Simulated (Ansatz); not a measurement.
The starting structures come from a database of crystals and need not be the phases stable at ambient conditions.

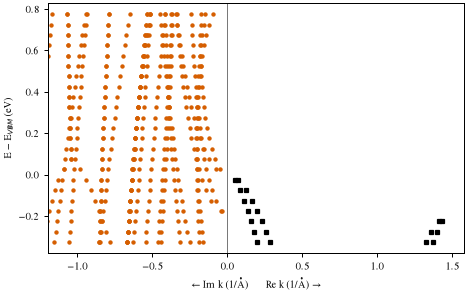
Complex bands at the centre of the two-dimensional zone; PBEsol in Ansatz (an electronic-structure program)

No gap correction and no spin-orbit coupling; mid-gap values are interpolated between computed energies.

Q: This is Ba₂ZnN₂ (I4/mmm, not sure to be the ambient phase, 5 atoms a cell, 22.9 Å³ an atom, -3 GPa at this level) along the normal of (100). Read off the slowest decay at the centre of the two-dimensional zone at 0.23 eV, the computed energy nearest the middle of the gap.

A: κ ≈ 0.14 1/Å, a decay length 1/(2κ) of the density of 3.7 Å.
